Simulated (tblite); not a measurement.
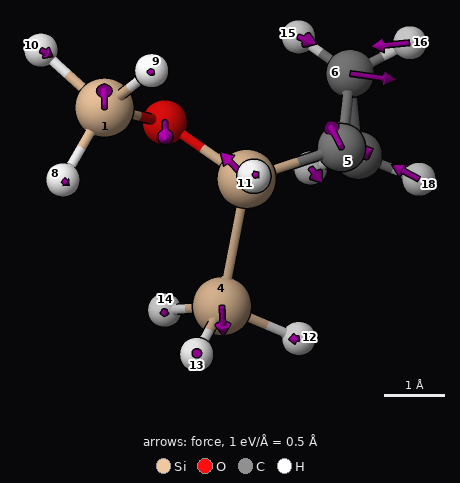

Starting geometry of C3H11OSi3 (multiplicity 2) with the computed forces as purple arrows. Style: ball-and-stick. Shown at a tilt.

The calculation used GFN2-xTB geometry optimisation, gas phase (tblite). 

### What follows when this structure is relaxed?

It isn't relaxed: the largest force vector, on the O atom, is 2.56 eV/Å. The final displacements follow the starting forces only in part (cosine between the two patterns 0.31). The energy falls by 27.6 kcal/mol in 182 geometry steps. The largest move after the best rigid fit is that of an H atom, 1.65 Å. By element the largest moves are H 1.65 Å, O 1.48 Å, C 0.84 Å, Si 0.54 Å. Near-neighbour distances that change, for instance: Si–Si 2.818 → 3.200 Å, O–Si 1.712 → 1.612 Å, Si–Si 2.234 → 2.327 Å, O–Si 1.716 → 1.632 Å. Bond angles that change, for instance: Si–O–Si 110.6° → 161.2°, Si–C–C 122.8° → 139.5°, Si–C–C 121.9° → 137.4°. Groups turn about O–Si by about 150°, O–Si by about 150°, Si–Si by about 35°.
